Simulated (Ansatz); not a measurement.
# PH3S (SMILES [PH3]=S) at 5 levels

Aim: a comparison of 5 runs (BHLYP/STO-3G, CAM-B3LYP/STO-3G, UPBE/STO-3G, r2SCAN/STO-3G, FCI/STO-3G) of PH3S. 

The results are computed with Ansatz 0.2.0.

47 further runs of the same task are left out: 47 set aside as unsound or not needed.

## (1) Starting point

PH3S has 5 atoms, charge 0, and is taken as a singlet. SMILES: `[PH3]=S`. The H3–P1 distance was set to 1.743 Å, away from the relaxed value.

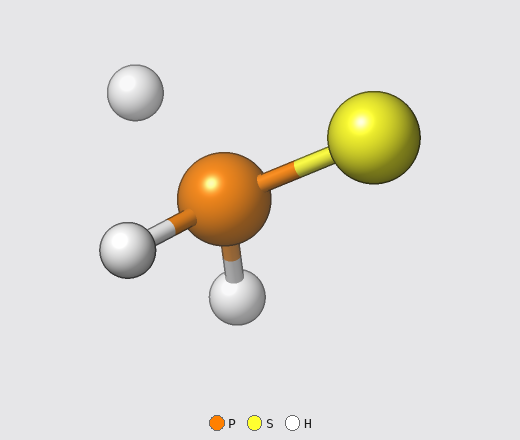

The structure, seen from a chosen angle (phosphorus orange, sulfur yellow, hydrogen white).

## (2) A single-point energy at BHLYP/STO-3G (run 1)

File in.yaml:

```yaml
crystal:
  periodic: [false, false, false]
  atoms:
    - {symbol: P, position_ang: [0.301571, -0.123717, -0.139040]}
    - {symbol: S, position_ang: [1.555341, -1.058257, 0.964560]}
    - {symbol: H, position_ang: [-1.166840, 0.461930, 0.594540]}
    - {symbol: H, position_ang: [-0.238819, -0.793697, -1.235890]}
    - {symbol: H, position_ang: [0.723361, 1.045263, -0.770970]}
basis:
  gaussian: {orbitals: STO-3G}
accuracy: high
hamiltonian: {xc: {name: BHLYP}}
```

The run is started by

```sh
$ ansatz run in.yaml --threads 1 --pin off --max-ram 2610MiB --events-out events.jsonl --progress --plain --runs-dir runs
```

Log:

```text
Warning: RAYON_NUM_THREADS=1 ignored (pool sized by the plan → 1); use --threads N
Functional definition: BHLYP
  name "BHLYP"
  parameter a = 0.5
  exchange = (1 - a)*b88_x + a*exact_x
  correlation = lyp_c
365 factors; integrals over basis functions are off by at most 3.5e-8 eV
mean field evaluation 1: about -19941.0173 eV, gradient 2.7e1 eV
mean field evaluation 2: about -19939.3004 eV, gradient 3.6e1 eV
mean field evaluation 4: about -19944.3252 eV, gradient 7.8e-1 eV
mean field evaluation 8: about -19944.3288 eV, gradient 2.0e-3 eV
mean field evaluation 16: about -19944.3288 eV, gradient 2.6e-8 eV
mean field -19944.32876210 eV, -732.9405632557 hartree, gradient 3.1e-8 eV, S^2 0.000000; 0 other end points of the search recorded, 0 dependent functions left out
reference -19944.32878000 eV, -732.9405639135 hartree; 17, 17 occupied and 4, 4 virtual orbitals, 365 factors
Total energy: -19944.32878000 eV, -732.9405639135 hartree
```

Wall time 0.56 s (1 thread of Intel Xeon 6975P-C (Granite Rapids), shared host).

## (3) The energy at CAM-B3LYP/STO-3G (run 2)

File input.yaml:

```yaml
crystal:
  periodic: [false, false, false]
  atoms:
    - symbol: P
      position_ang: [0.301571, -0.123717, -0.139040]
    - symbol: S
      position_ang: [1.555341, -1.058257, 0.964560]
    - symbol: H
      position_ang: [-1.166840, 0.461930, 0.594540]
    - symbol: H
      position_ang: [-0.238819, -0.793697, -1.235890]
    - symbol: H
      position_ang: [0.723361, 1.045263, -0.770970]
basis:
  gaussian:
    orbitals: STO-3G
hamiltonian:
  xc: {name: CAM-B3LYP}
accuracy: high
```

The run is started by

```sh
$ ansatz run input.yaml --threads 1 --pin off --max-ram 2610MiB --events-out events.jsonl --progress --plain --runs-dir runs
```

Log:

```text
Warning: RAYON_NUM_THREADS=1 ignored (pool sized by the plan → 1); use --threads N
Functional definition: CAM-B3LYP
  name "CAM-B3LYP"
  parameter alpha = 0.19
  parameter beta = 0.46
  parameter omega = 0.33/bohr
  parameter ac = 0.81
  exchange = (1 - alpha - beta)*b88_x + beta*b88_x_sr(omega) + alpha*exact_x + beta*exact_x_lr(omega)
  correlation = (1 - ac)*vwn5_c + ac*lyp_c
365 factors; integrals over basis functions are off by at most 3.5e-8 eV
154 factors; integrals over basis functions are off by at most 9.0e-10 eV
mean field evaluation 1: about -19939.6486 eV, gradient 2.8e1 eV
mean field evaluation 2: about -19937.6108 eV, gradient 3.9e1 eV
mean field evaluation 4: about -19943.2334 eV, gradient 8.0e-1 eV
mean field evaluation 8: about -19943.2114 eV, gradient 2.1e-3 eV
mean field evaluation 16: about -19943.2114 eV, gradient 6.0e-8 eV
mean field -19943.21136756 eV, -732.8994997635 hartree, gradient 6.2e-8 eV, S^2 0.000000; 0 other end points of the search recorded, 0 dependent functions left out
reference -19943.21138024 eV, -732.8995002297 hartree; 17, 17 occupied and 4, 4 virtual orbitals, 365 factors
Total energy: -19943.21138024 eV, -732.8995002297 hartree
```

It took 0.7 s on 1 thread of Intel Xeon 6975P-C (Granite Rapids), shared host.

Runs 3 to 4 aren't shown in full; the table further down has their settings and results.

## (4) A single-point energy at FCI/STO-3G (run 5)

File run.yaml:

```yaml
crystal:
  periodic: [false, false, false]
  atoms:
    - symbol: P
      position_ang: [0.301571, -0.123717, -0.139040]
    - symbol: S
      position_ang: [1.555341, -1.058257, 0.964560]
    - symbol: H
      position_ang: [-1.166840, 0.461930, 0.594540]
    - symbol: H
      position_ang: [-0.238819, -0.793697, -1.235890]
    - symbol: H
      position_ang: [0.723361, 1.045263, -0.770970]
basis:
  gaussian:
    orbitals: STO-3G
correlation:
  method: fci
  frozen_orbitals: {H: 0, P: 5, S: 5}
accuracy: high
```

The run is started by

```sh
$ ansatz run run.yaml --threads 1 --pin off --max-ram 2610MiB --events-out events.jsonl --progress --plain --runs-dir runs
```

Log:

```text
Warning: RAYON_NUM_THREADS=1 ignored (pool sized by the plan → 1); use --threads N
Functional definition: HF
  name "HF"
  exchange = exact_x
  correlation = 0
365 factors; integrals over basis functions are off by at most 3.5e-8 eV
mean field evaluation 1: about -19907.1665 eV, gradient 2.5e1 eV
mean field evaluation 2: about -19907.1879 eV, gradient 2.5e1 eV
mean field evaluation 4: about -19910.1009 eV, gradient 1.8e0 eV
mean field evaluation 8: about -19910.1300 eV, gradient 2.8e-2 eV
mean field -19910.12997918 eV, -731.6837811639 hartree, gradient 7.3e-8 eV, S^2 0.000000; 0 other end points of the search recorded, 0 dependent functions left out
10 core orbitals not correlated: weight in the atoms' cores, before any rotation towards them, 1.000 or more for the frozen orbitals, at most 0.000 for the correlated occupied ones
reference -19910.12997918 eV, -731.6837811639 hartree; 7, 7 occupied and 4, 4 virtual orbitals, 365 factors
state -19913.07256189 eV, -731.7919190841 hartree
Total energy: -19913.07256189 eV, -731.7919190841 hartree
```

It took 0.54 s on 1 thread of Intel Xeon 6975P-C (Granite Rapids), shared host.

## (5) All runs side by side

| run | level | frozen core orbitals | energy (Eh) | wall time |
| --- | --- | --- | --- | --- |
| 1 | BHLYP/STO-3G | – | -732.940564 | 0.56 s |
| 2 | CAM-B3LYP/STO-3G | – | -732.899500 | 0.7 s |
| 3 | UPBE/STO-3G | – | -732.591868 | 0.9 s |
| 4 | r2SCAN/STO-3G | – | -732.915363 | 1.3 s |
| 5 | FCI/STO-3G | 10 | -731.791919 | 0.54 s |

## (6) Results

| quantity | value |
| --- | --- |
| run 5: total energy | -731.79192 Eh |
| run 5: correlation energy (10 core orbitals frozen) | -108.1 mEh |

In words: Totals of different functionals can't be ranked against each other. In runs 1, 2, 3, 4, 5 the basis is minimal, so the values are rough. All runs together took 4 s, the longest 1.3 s.
